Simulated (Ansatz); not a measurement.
**One shape, several levels: triplet C2H4Br2**

We compute a comparison of 4 runs (UHF/STO-3G, UB3LYP/6-31G*, U-wB97X/def2-SVP, UBHLYP/def2-SVP) of triplet C2H4Br2. 

The calculation is run with Ansatz 0.2.0.

39 further runs of the same task are left out: 39 set aside as unsound or not needed.

### Step 1. The structure to begin with

C2H4Br2: 8 atoms, total charge 0, spin state triplet. SMILES of the parent species: `BrCCBr`. The coordinates come from a PBE0-D4/def2-TZVP relaxation. This is one conformer, not always the lowest. That shape belongs to the parent species and isn't relaxed for this state.

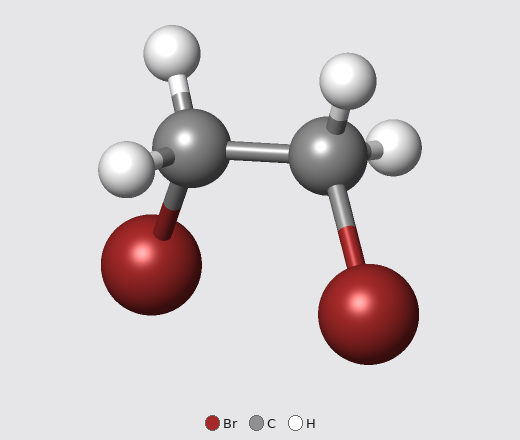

The structure, seen from a chosen angle (bromine red, carbon grey, hydrogen white).

### Step 2. The energy at UHF/STO-3G (run 1)

File job.yaml:

```yaml
basis:
  gaussian:
    orbitals: STO-3G
crystal:
  periodic: [false, false, false]
  atoms:
    - symbol: Br
      position_ang: [-2.136900, 0.202700, -0.670800]
    - symbol: C
      position_ang: [-0.454500, 0.602500, 0.204400]
    - symbol: C
      position_ang: [0.638500, -0.358800, -0.161400]
    - symbol: Br
      position_ang: [0.347400, -2.139200, 0.546800]
    - symbol: H
      position_ang: [-0.182100, 1.607400, -0.119900]
    - symbol: H
      position_ang: [-0.654000, 0.606100, 1.273700]
    - symbol: H
      position_ang: [0.743700, -0.466600, -1.238600]
    - symbol: H
      position_ang: [1.582700, -0.019600, 0.265800]
magnetization:
  spin_polarized: true
  initial_magnetization: 2
hamiltonian:
  xc: hf
accuracy: high
output: {orbitals: {seedname: orbitals}}
```

Run with:

```console
ansatz run job.yaml --threads 1 --pin off --max-ram 3480MiB --events-out events.jsonl --progress --plain --runs-dir runs
```

The log of the run:

```text
Warning: RAYON_NUM_THREADS=1 ignored (pool sized by the plan → 1); use --threads N
Functional definition: HF
  name "HF"
  exchange = exact_x
  correlation = 0
785 factors; integrals over basis functions are off by at most 1.0e-8 eV
mean field evaluation 1: about -140575.2613 eV, gradient 1.3e1 eV
mean field evaluation 2: about -140575.5299 eV, gradient 1.3e1 eV
mean field evaluation 4: about -140577.5810 eV, gradient 1.8e0 eV
mean field evaluation 8: about -140577.6819 eV, gradient 1.0e-1 eV
mean field evaluation 16: about -140580.2488 eV, gradient 1.0e-1 eV
mean field evaluation 32: about -140580.2222 eV, gradient 6.0e-2 eV
mean field evaluation 64: about -140580.1594 eV, gradient 9.8e-1 eV
mean field evaluation 96: about -140577.3873 eV, gradient 1.4e0 eV
mean field evaluation 128: about -140577.6853 eV, gradient 1.9e-4 eV
mean field -140580.25090281 eV, -5166.2289319619 hartree, gradient 1.7e-8 eV, S^2 2.006946; 3 other end points of the search recorded, 0 dependent functions left out
reference -140580.25090281 eV, -5166.2289319619 hartree; 44, 42 occupied and 6, 8 virtual orbitals, 785 factors
Total energy: -140580.25090281 eV, -5166.2289319619 hartree
```

It took 7.8 s on 1 thread of Intel Xeon Platinum 8259CL at 2.50GHz (Skylake/Cascade Lake), shared host; peak memory 0.21 GiB.

### Step 3. The energy at UB3LYP/6-31G(d) (spherical functions) (run 2)

File input.yaml:

```yaml
crystal:
  periodic: [false, false, false]
  atoms:
    - {symbol: Br, position_ang: [-2.136900, 0.202700, -0.670800]}
    - {symbol: C, position_ang: [-0.454500, 0.602500, 0.204400]}
    - {symbol: C, position_ang: [0.638500, -0.358800, -0.161400]}
    - {symbol: Br, position_ang: [0.347400, -2.139200, 0.546800]}
    - {symbol: H, position_ang: [-0.182100, 1.607400, -0.119900]}
    - {symbol: H, position_ang: [-0.654000, 0.606100, 1.273700]}
    - {symbol: H, position_ang: [0.743700, -0.466600, -1.238600]}
    - {symbol: H, position_ang: [1.582700, -0.019600, 0.265800]}
basis:
  gaussian: {orbitals: 6-31G_st_-spherical.json}
magnetization: {spin_polarized: true, initial_magnetization: 2}
hamiltonian: {xc: {name: B3LYP}}
accuracy: high
output: {orbitals: {seedname: orbitals}}
```

The basis set 6-31G* is read from a file made from the Basis Set Exchange's data (not shown).

Run with:

```console
ansatz run input.yaml --threads 1 --pin off --max-ram 3480MiB --events-out events.jsonl --progress --plain --runs-dir runs
```

The log of the run, shortened:

```text
Warning: RAYON_NUM_THREADS=1 ignored (pool sized by the plan → 1); use --threads N
Functional definition: B3LYP
  name "B3LYP"
[...]
2114 factors; integrals over basis functions are off by at most 1.2e-8 eV
[...]
mean field -142211.06402432 eV, -5226.1602087723 hartree, gradient 2.1e-8 eV, S^2 2.003492; 14 other end points of the search recorded, 0 dependent functions left out
reference -142211.06405900 eV, -5226.1602100467 hartree; 44, 42 occupied and 56, 58 virtual orbitals, 2114 factors
Total energy: -142211.06405900 eV, -5226.1602100467 hartree
```

Wall time 95 s (1 thread of Intel Xeon Platinum 8259CL at 2.50GHz (Skylake/Cascade Lake), shared host); peak memory 0.67 GiB.

Run 3 isn't shown in full; the table further down has it.

### Step 4. The energy at UBHLYP/def2-SVP (run 4)

input.yaml, as its differences from that of step 3:

```diff
@@ -12,6 +12,6 @@
 basis:
-  gaussian: {orbitals: 6-31G_st_-spherical.json}
+  gaussian: {orbitals: def2-SVP}
+hamiltonian: {xc: {name: BHLYP}}
+output: {orbitals: {seedname: orbitals}}
+accuracy: high
 magnetization: {spin_polarized: true, initial_magnetization: 2}
-hamiltonian: {xc: {name: B3LYP}}
-accuracy: high
-output: {orbitals: {seedname: orbitals}}
```

Run with:

```console
ansatz run input.yaml --threads 1 --pin off --max-ram 3480MiB --events-out events.jsonl --progress --plain --runs-dir runs
```

The log of the run:

```text
Warning: RAYON_NUM_THREADS=1 ignored (pool sized by the plan → 1); use --threads N
Functional definition: BHLYP
  name "BHLYP"
  parameter a = 0.5
  exchange = (1 - a)*b88_x + a*exact_x
  correlation = lyp_c
2355 factors; integrals over basis functions are off by at most 8.0e-9 eV
mean field evaluation 1: about -142201.9738 eV, gradient 2.4e1 eV
mean field evaluation 2: about -142201.6581 eV, gradient 2.5e1 eV
mean field evaluation 4: about -142204.9601 eV, gradient 6.0e-1 eV
mean field evaluation 8: about -142205.0147 eV, gradient 2.5e-1 eV
mean field evaluation 16: about -142205.0165 eV, gradient 3.3e-2 eV
mean field evaluation 32: about -142205.0168 eV, gradient 6.1e-5 eV
mean field evaluation 64: about -142205.6432 eV, gradient 6.7e-3 eV
mean field -142205.64324043 eV, -5225.9609986389 hartree, gradient 3.3e-8 eV, S^2 2.006286; 3 other end points of the search recorded, 0 dependent functions left out
reference -142205.64326644 eV, -5225.9609995947 hartree; 44, 42 occupied and 68, 70 virtual orbitals, 2355 factors
Total energy: -142205.64326644 eV, -5225.9609995947 hartree
```

Run time: 86 s. Hardware: 1 thread of Intel Xeon Platinum 8259CL at 2.50GHz (Skylake/Cascade Lake), shared host; peak memory 0.81 GiB.

### Step 5. Overview of the runs

```tsv
run	level	energy (Eh)	HOMO energy (eV)	⟨S²⟩	wall time
1	UHF/STO-3G	-5166.228932	-2.31	2.007	7.8 s
2	UB3LYP/6-31G* (spherical functions)	-5226.160210	-2.19	2.003	95 s
3	U-wB97X/def2-SVP	-5226.070431	-4.62	2.005	3.4 min
4	UBHLYP/def2-SVP	-5225.961000	-3.49	2.006	86 s
```

### Step 6. Outcome

```
                                 quantity           value
                      run 4: total energy  -5225.96100 Eh
run 4: HOMO energy (highest over α and β)        -3.49 eV
                              run 4: ⟨S²⟩           2.006
```

In words: Totals of different functionals can't be ranked against each other. In run 1 the basis is minimal, so the values are rough. All runs together took 6.6 min, the longest 3.4 min.
